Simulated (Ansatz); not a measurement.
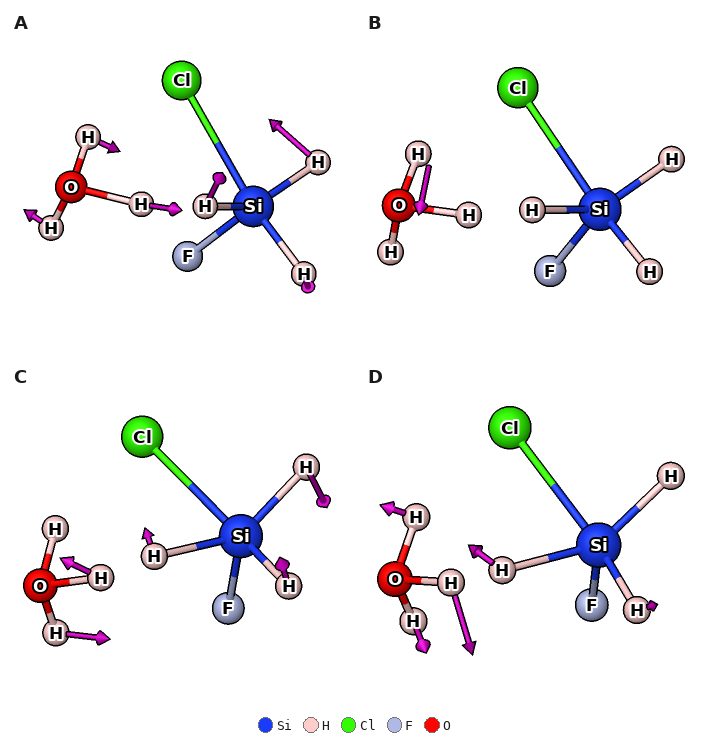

4 normal modes of one molecule or complex, as arrows. Harmonic vibrations computed with RKS PBE0-D4/def2-TZVP (Ansatz 0.2.0) at a stationary point of the same level. It is a saddle point of order 1.

**Match the panels to the wavenumbers 539 cm⁻¹, 979 cm⁻¹, 1548 cm⁻¹, 2955 cm⁻¹.**

A: 979 cm⁻¹
B: 2955 cm⁻¹
C: 539 cm⁻¹
D: 1548 cm⁻¹
